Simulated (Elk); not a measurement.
Band structure of Cu (Fm-3m, 1 atom in the cell).

```
Cu
1.0
    0.00000     1.77655     1.77655
    1.77655     0.00000     1.77655
    1.77655     1.77655     0.00000
Cu
1
Direct
  0.00000   0.00000   0.00000
```

Method: PBE, all-electron FP-LAPW, Elk's shipped species files, APW+lo basis with extra local orbitals run with Elk 10.2.4.

Settings: xctype = 20; rgkmax = 7.5; stype = 3; swidth = 0.00367493 Ha; ngridk = 21 21 21; gmaxvr = 14 1/bohr; nxlo = 2; lorbcnd = true; rmtscf = 0.93; lmaxi = 2.

The starting cell comes from a database of computed structures (which also holds hypothetical and non-ambient phases and stackings), without a prior relaxation at this level. Its lattice was rescaled by a random factor within 2.5 % of one. Spin polarisation is off. Values depend on the basis (sphere radii, cutoffs, local orbitals), which need not be converged.

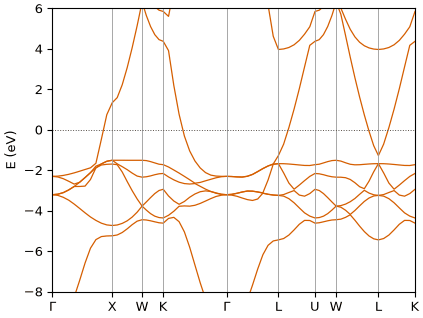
Fig. 1. Bands along the path, energies from the Fermi level.

Levels in eV from the Fermi level, bands 5 to 12:
| point | 5 | 6 | 7 | 8 | 9 | 10 | 11 | 12 |
|---|---|---|---|---|---|---|---|---|
| Γ | -3.21 | -3.21 | -3.21 | -2.30 | -2.30 | 22.96 | 25.98 | 25.98 |
| X | -4.73 | -1.69 | -1.51 | -1.51 | 1.34 | 7.43 | 13.38 | 13.38 |
| W | -3.77 | -3.77 | -2.34 | -1.51 | 6.32 | 6.32 | 8.50 | 9.19 |
| K | -4.36 | -2.94 | -2.16 | -1.72 | 4.37 | 5.85 | 8.16 | 15.56 |
| L | -3.24 | -3.24 | -1.67 | -1.67 | -1.27 | 3.97 | 21.43 | 22.81 |
| U | -4.36 | -2.94 | -2.16 | -1.72 | 4.37 | 5.85 | 8.16 | 15.56 |

Bands cross the Fermi level along this path, so the cell is metallic at this level.
